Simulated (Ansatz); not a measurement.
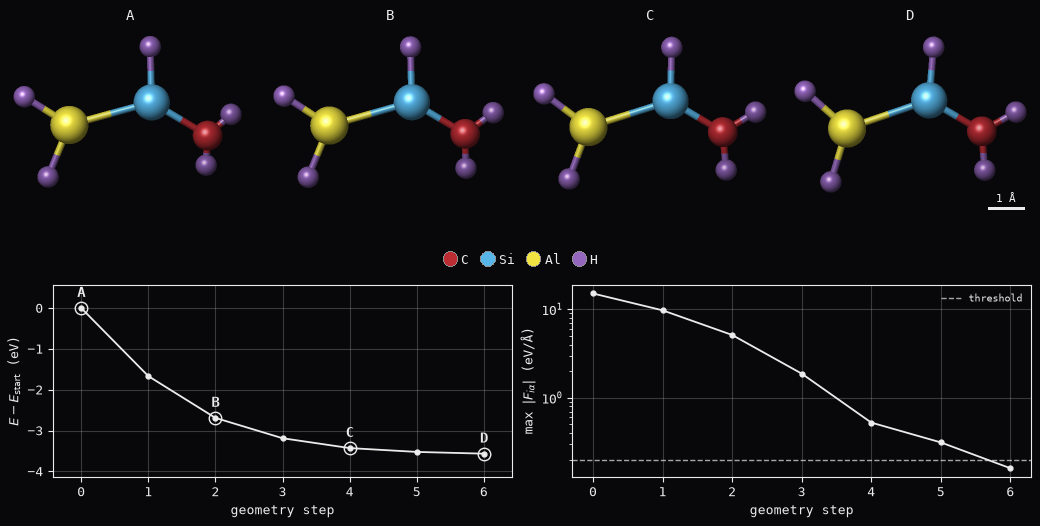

Frames of a relaxation of CH$_{5}$AlSi, marked on the history of the run. The picture is a ball-and-stick view, seen face on.

All numbers below come from RKS CAM-B3LYP-D4/def2-SVP in Ansatz 0.2.0.

Input
```yaml
crystal:
  periodic: [false, false, false]
  atoms:
    - {symbol: C, position_ang: [-1.431814, 0.892923, -1.192371]}
    - {symbol: Si, position_ang: [-0.029008, 0.678150, -0.038577]}
    - {symbol: Al, position_ang: [1.147251, -1.231111, 0.780486]}
    - {symbol: H, position_ang: [-1.716923, 1.732109, -1.117778]}
    - {symbol: H, position_ang: [-1.813137, 0.201439, -1.501257]}
    - {symbol: H, position_ang: [0.512946, 1.851879, 0.834061]}
    - {symbol: H, position_ang: [2.317733, -1.366297, 1.713184]}
    - {symbol: H, position_ang: [0.921915, -2.740181, 0.383201]}
basis:
  gaussian: {orbitals: def2-SVP}
hamiltonian: {xc: {name: CAM-B3LYP}, dispersion: d4}
relax: {f_tol: 0.2, max_steps: 80, max_displacement: 0.05}
```

Launched with:
```bash
ansatz run in.yaml --threads 2 --pin off --events-out ev --progress --plain --max-ram 3481MiB
```

What happens along the run?

The energy falls by 3.566 eV in 6 geometry steps. The largest force component goes from 15 to 0.16 eV/Å. C1 moves most after the best rigid fit: 0.21 Å. Largest moves by element: C 0.21 Å, H 0.16 Å, Al 0.12 Å, Si 0.10 Å. Among the contacts that change: C1–H5 0.848 → 1.096 Å, C1–H4 0.889 → 1.097 Å, C1–Si2 1.829 → 1.722 Å, Al3–H7 1.503 → 1.584 Å. Among the angles between lasting bonds that change: H4–C1–H5 131.0° → 114.3°, H7–Al3–H8 100.5° → 115.3°, Si2–Al3–H7 132.0° → 119.3°. From step 0 to 2: C and H atoms move most (0.09 Å), energy −2.691 eV. From step 2 to 4: C1 moves most (0.09 Å), energy −0.739 eV. From step 4 to 6: H8 moves most (0.10 Å), energy −0.137 eV.

```tsv
step	E − E(0), eV	largest force component, eV/Å
0	0.0000	15.1429
1	-1.6669	9.7690
2	-2.6908	5.1418
3	-3.1883	1.8787
4	-3.4297	0.5250
5	-3.5235	0.3133
6	-3.5665	0.1599
```
